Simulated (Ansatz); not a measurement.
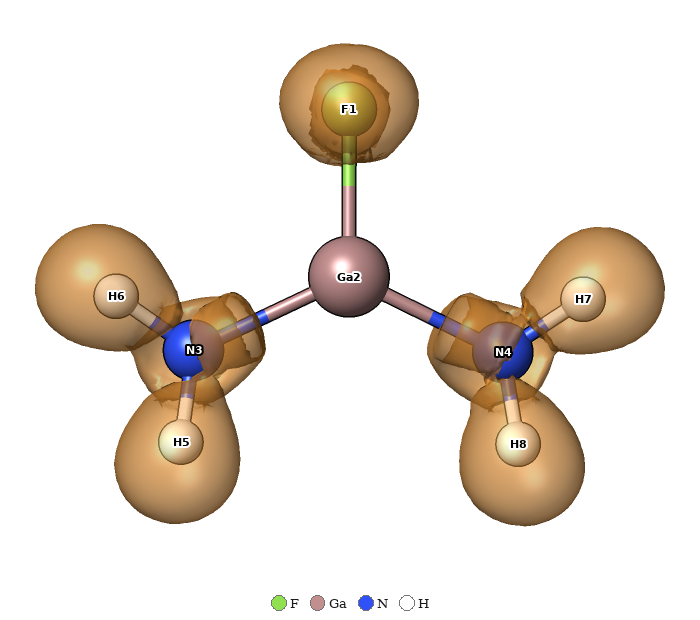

FGaH₄N₂ (SMILES [NH2][Ga]([NH2])[F]). Isosurface of the ELF at 0.8 (orange), seen across its widest extent. Core shells and regions of very low density are left out.

Geometry: r2SCAN-D4/def2-SVP.

These are results of Ansatz, isolated molecule in a Gaussian basis; Kohn-Sham density functional theory, functional PBE0, not measurements.

The calculation's input:

```
basis:
  gaussian:
    orbitals: def2-TZVPD
crystal:
  periodic: [false, false, false]
  atoms:
    - symbol: F
      position_ang: [1.478984, 0.177422, 3.714568]
    - symbol: Ga
      position_ang: [0.757863, 0.360981, 2.122214]
    - symbol: "N"
      position_ang: [1.347279, -0.791397, 0.865370]
    - symbol: "N"
      position_ang: [-0.611143, 1.531658, 2.020128]
    - symbol: H
      position_ang: [1.181330, -0.645400, -0.124023]
    - symbol: H
      position_ang: [2.211743, -1.299263, 1.020699]
    - symbol: H
      position_ang: [-0.744912, 2.208365, 2.764124]
    - symbol: H
      position_ang: [-0.954356, 1.888027, 1.135276]
hamiltonian:
  xc: {name: PBE0}
output:
  forces: true
  orbitals: {seedname: orbitals}
```

Run with:

```sh
ansatz run input.yaml --threads 2 --pin off --max-ram 4350MiB --events-out events.jsonl --progress --plain --runs-dir runs
```

Where are the electrons localised?

The surface consists of one region wrapped around F (its valence shell) and two joined regions spread over several atoms (H, N), in which their bonds and any lone pairs are merged.

Values along the shortest contacts:
Ga–F (1.76 Å): the ELF peaks at about 0.80 in the valence shell of F, 0.5 Å from its nucleus, and is about 0.20 at the midpoint. Ga–N (1.80 Å): the ELF peaks at about 0.85 in the valence shell of N, 0.6 Å from its nucleus, and is about 0.30 at the midpoint.
